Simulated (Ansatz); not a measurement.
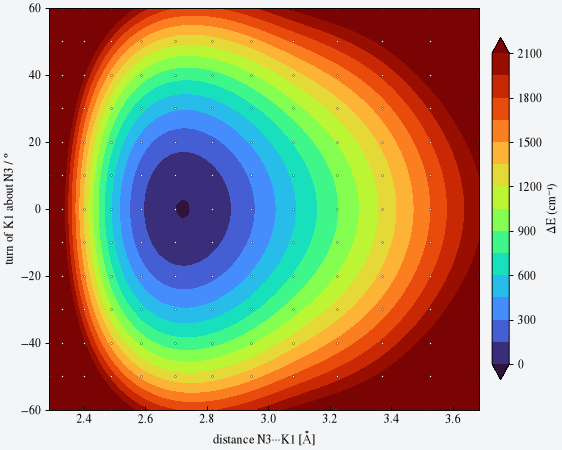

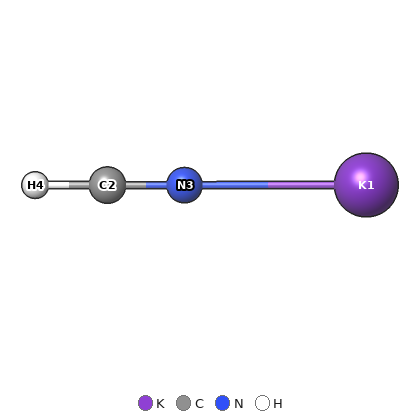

Energy landscape of CHKN, charge +1. The turn is about an axis along (−0.96, 0.27, 0.04) in the frame of the relaxed pair, normal to the line between the partners. Coordinates scanned: (1) distance N3···K1; (2) turn of K1 about N3. Grid: 13 × 13 points. All energies are given in cm⁻¹ relative to the lowest grid point. All numbers below come from Ansatz, RKS PBE0-D4/def2-TZVPD.

The picture shows filled contours, dots at the grid points, one colour for all values above the top of the scale. Between grid points the surface is interpolated. The second picture is the structure at the lowest point.

What does the map say about the system?

The lowest grid point is at distance N3···K1 = 2.697 Å, turn of K1 about N3 = 0°. It is the only kind of minimum in the scanned range. The highest grid point, distance N3···K1 = 2.286 Å, turn of K1 about N3 = 60°, lies 4752 cm⁻¹ above the lowest. Round the minimum the two coordinates are nearly uncoupled.

Each point was launched as `ansatz run input.yaml --threads 1 --pin off --max-ram 2560MiB --backend cpu --events-out ev --progress --plain --runs-dir out`. Time for the 169 points that were run: 8 min on 1 thread of Arm Neoverse V2, on a shared host.
